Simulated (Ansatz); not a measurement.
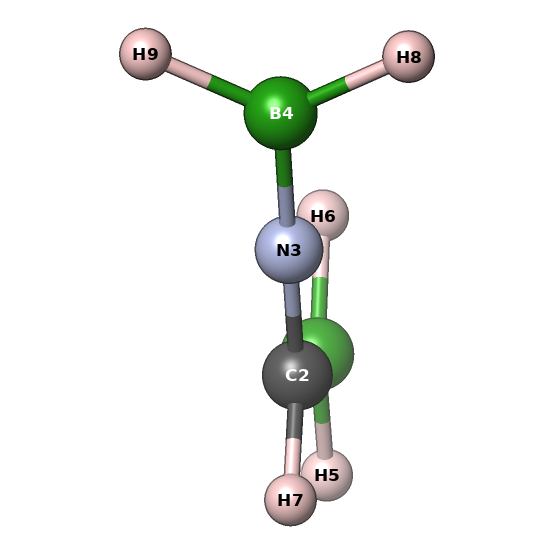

B1 lies behind C2. The molecule seen nearly along the C2–B1 bond, C2 in front. Distant atoms are faded towards the background colour. The computed structure is the end point of a PBE0-D4/def2-TZVP optimisation.

> What is the torsion angle N3–C2–B1–H5? The sign is positive where the front bond must turn clockwise to cover the back bond.

179°, antiperiplanar (anti).
